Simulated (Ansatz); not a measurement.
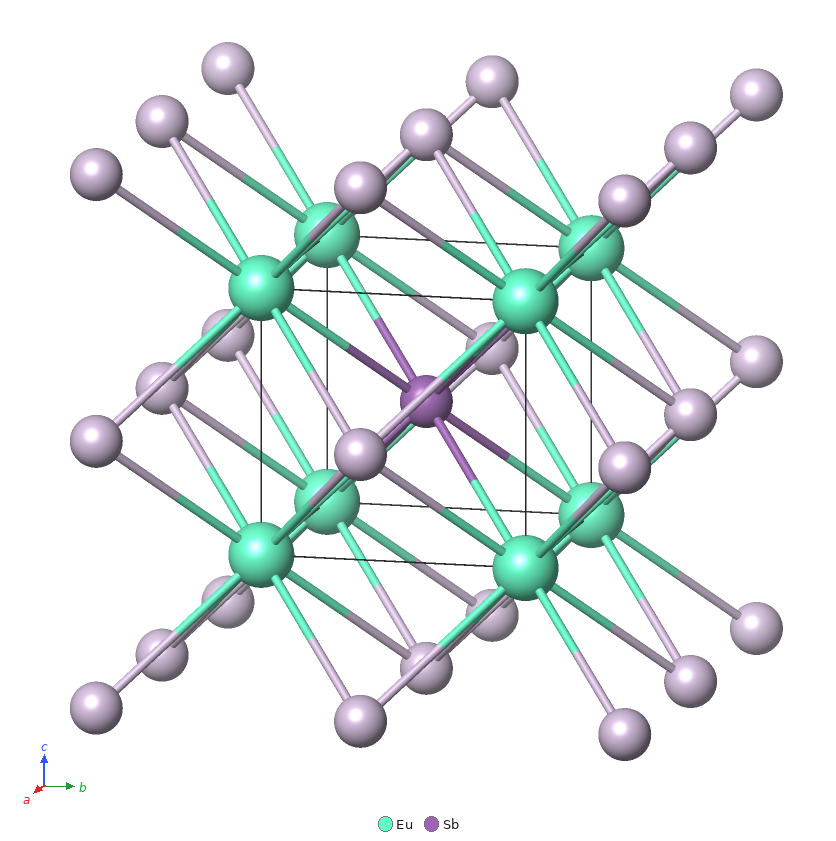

A ball-and-stick rendering, viewed slightly off an axis. The wireframe shows the conventional unit cell. Bonded atoms from the next cells complete the picture, in fainter colours.

EuSb, caesium chloride (CsCl, B2) type, space group Pm-3m (No. 221), a = 3.934 Å, b = 3.934 Å, c = 3.934 Å, α = 90.00°, β = 90.00°, γ = 90.00°. The structure was taken from a structure type filled with these elements by a generator (whether the compound takes this form wasn't checked). Earlier steps of the study may have refined or changed the cell and positions. A calculation with Ansatz used it as input.

This one geometry was computed with Ansatz (DFT, plane waves, PAW) at four levels of theory: r2SCAN, LDA, PBEsol and PBE.

### Which level gives the highest pressure at this volume, and what does that say about its equilibrium volume?

Highest: r2SCAN (0.0 GPa) and PBE (0.0 GPa), which points to the largest equilibrium volume. Lowest, with the smallest volume: LDA (-4.3 GPa). Levels within 0.5 GPa of each other can't be told apart.

### How does the band gap change with the level of theory?

All levels give a metal.

### Collect the results in a table.

| level | cutoff (eV) | k-mesh of the run's cell | gap (eV) | pressure (GPa) | absolute moment (μB/atom) |
| --- | --- | --- | --- | --- | --- |
| r2SCAN | 500 | 10×10×5 | metal | 0.0 | 3.58 |
| LDA | 420 | 10×10×5 | metal | -4.3 | 3.52 |
| PBEsol | 420 | 10×10×5 | metal | -2.6 | 3.54 |
| PBE | 420 | 10×10×5 | metal | 0.0 | 3.54 |

Gaps are taken on the k-mesh or band path of each run.
